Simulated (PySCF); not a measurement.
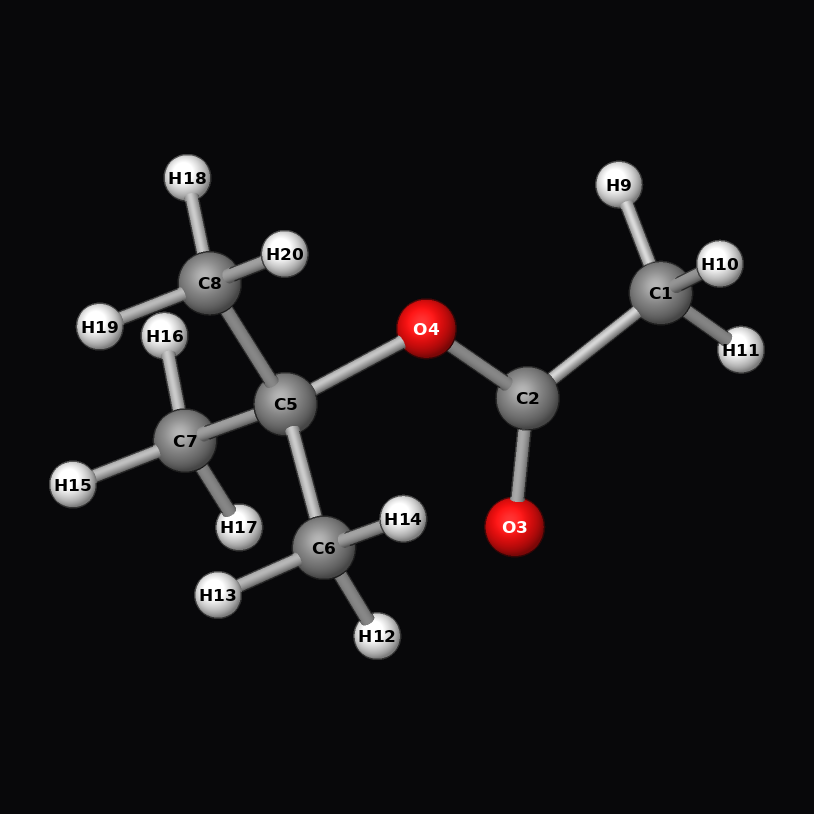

The questions are on isotropic NMR shieldings of the C atoms. The geometry was computed by an optimisation with PBE0-D3(BJ)/def2-SVP. No frequency run is at hand to confirm it as a minimum. Level of theory: GIAO PBE0/pcSseg-1 NMR shielding, non-relativistic, gas phase (PySCF 2.14.0).

Give the isotropic NMR shieldings of the C atoms atom by atom.

```tsv
atom	σ (ppm)
C1	160.6
C2	10.2
C5	106.6
C6	158.2
C7	158.4
C8	151.5
```
